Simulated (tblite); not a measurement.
# C8H14Ge: the cost of one run

Computed with tblite 0.8.0 and PySCF 2.14.0, with density-fitted response routines of our own, on a single molecule, in the gas phase or a continuum. Atoms are numbered from 0 throughout.

### Step 1. Starting geometry

23 atoms, charge 0, multiplicity 1; geometry from: force field or distance geometry start.

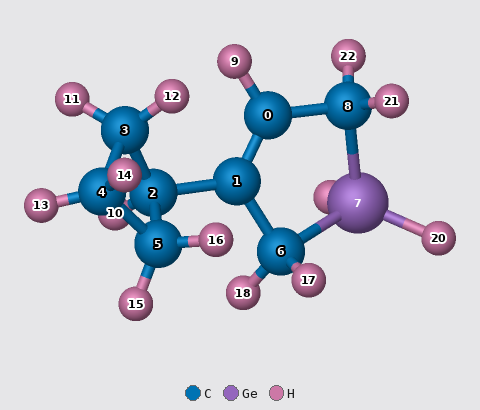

The starting geometry (carbon blue, germanium purple, hydrogen pink), atoms numbered; sticks join atoms by distance.

### Step 2. Geometry optimisation with GFN2-xTB

Job settings and geometry (Å):

```
{"job": {"kind": "relax", "xc": "GFN2-xTB", "basis": "xTB"}, "charge": 0, "multiplicity": 1}
C      0.812500     0.238300    -1.171200
C      0.409300    -0.224500    -0.062500
C     -1.011900    -0.766400     0.144100
C     -2.037900    -0.162100    -0.775400
C     -2.910500     0.217200     0.441100
C     -1.637900     0.090700     1.247100
C      1.334800    -0.274700     1.099200
Ge     3.038600    -0.213600     0.127900
C      2.183300     0.746500    -1.345700
H      0.105800     0.283400    -2.062500
H     -1.031400    -1.848400     0.306500
H     -2.581600    -0.893900    -1.414600
H     -1.690500     0.764700    -1.230200
H     -3.683200    -0.522000     0.606700
H     -3.244900     1.293000     0.369900
H     -1.799500    -0.427100     2.222700
H     -1.142000     1.076700     1.319100
H      1.229000     0.593300     1.772900
H      1.217100    -1.242600     1.660200
H      3.543500    -1.606300    -0.262600
H      4.074400     0.671600     0.839800
H      2.280200     1.849600    -1.235500
H      2.538100     0.383600    -2.314100
```

Launch:

```console
$ OMP_NUM_THREADS=1 python probes_run.py task.json out
```

The driver reads the jobs from task.json and runs them one after another.

**Question.** How long does this first job take on 1 thread of Arm Neoverse V1, shared host, and how much memory does it need?

About 1.2 s, with a peak of 0.16 GiB.
